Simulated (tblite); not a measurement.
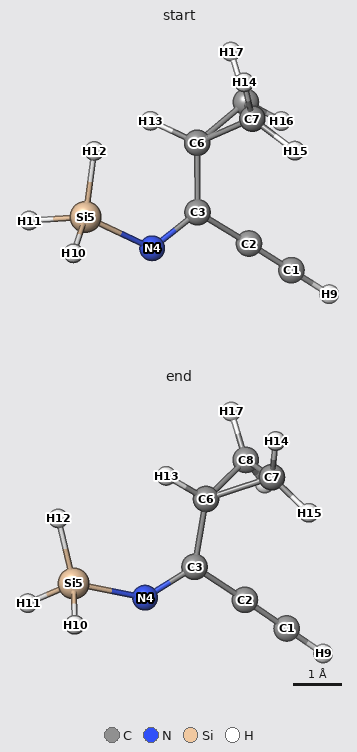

The structure of C6H9NSi before (top) and after (bottom) a relaxation, at one scale.

The picture is a ball-and-stick view, seen at a tilt.

All numbers below come from GFN2-xTB geometry optimisation, gas phase in tblite. 

Q: Describe what moved and what it gained.

A: The largest move after the best rigid fit is that of H12, 0.78 Å. By element the largest moves are H 0.78 Å, C 0.45 Å, Si 0.31 Å, N 0.29 Å. Among the contacts that change: N4–Si5 1.789 → 1.707 Å, C7–H15 1.136 → 1.080 Å, C8–H17 1.124 → 1.079 Å, C7–H14 1.114 → 1.079 Å. Bond angles that change, for instance: C3–N4–Si5 121.7° → 137.6°, N4–Si5–H10 111.3° → 103.5°, C8–C7–H15 111.9° → 118.1°. Groups turn about C3–C6 by about 25°. After 88 geometry steps the energy has fallen by 60.8 kJ/mol.
